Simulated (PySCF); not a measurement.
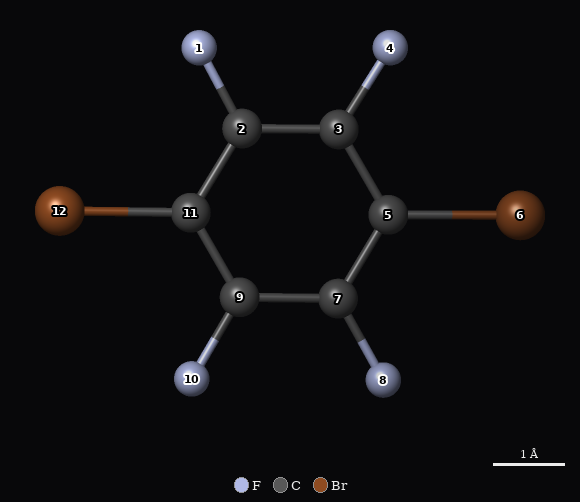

Starting structure of C$_{6}$Br$_{2}$F$_{4}$. A ball-and-stick model, seen face on.

The start comes from GFN2-xTB. Its atoms were then displaced at random by about 0.01 Å.

The calculation used PySCF 2.14.0, density-fitted response routines, PBE0-D3(BJ)/def2-SVP geometry optimisation, gas phase.

```xyz
12

F    -1.0267    2.4811    0.0375
C    -0.5441    1.2731    0.0140
C     0.8206    1.1002   -0.0196
F     1.6742    2.1674   -0.0227
C     1.3882   -0.1833   -0.0398
Br    3.2515   -0.4085   -0.0675
C     0.5481   -1.2797   -0.0199
F     1.0623   -2.5014   -0.0425
C    -0.8425   -1.0974    0.0256
F    -1.6433   -2.1681    0.0242
C    -1.3996    0.1735    0.0336
Br   -3.2492    0.4148    0.0680
```

Question: What does the optimiser find from here?

Answer: Over 7 geometry steps the energy falls by 2.37 kcal/mol. The atom that moves furthest after the best rigid fit is F4 (0.049 Å). By element the largest moves are F 0.049 Å, C 0.027 Å, Br 0.017 Å. Some distances before and after: C3–F4 1.367 → 1.319 Å, C9–F10 1.337 → 1.319 Å, F1–C2 1.301 → 1.318 Å, C2–C3 1.376 → 1.393 Å. Bond angles that change, for instance: F4–C3–C5 117.5° → 120.7°, C2–C3–F4 121.4° → 119.0°. Cost: 4.7 min on 1 thread of Arm Neoverse V1, on a shared host.

The structure at the end:

```xyz
12

F    -1.0223    2.5055    0.0356
C    -0.5352    1.2806    0.0175
C     0.8465    1.1051   -0.0137
F     1.6254    2.1691   -0.0260
C     1.3932   -0.1791   -0.0318
Br    3.2411   -0.4131   -0.0726
C     0.5420   -1.2853   -0.0189
F     1.0281   -2.5106   -0.0371
C    -0.8397   -1.1097    0.0121
F    -1.6195   -2.1729    0.0242
C    -1.3861    0.1744    0.0305
Br   -3.2339    0.4077    0.0713
```
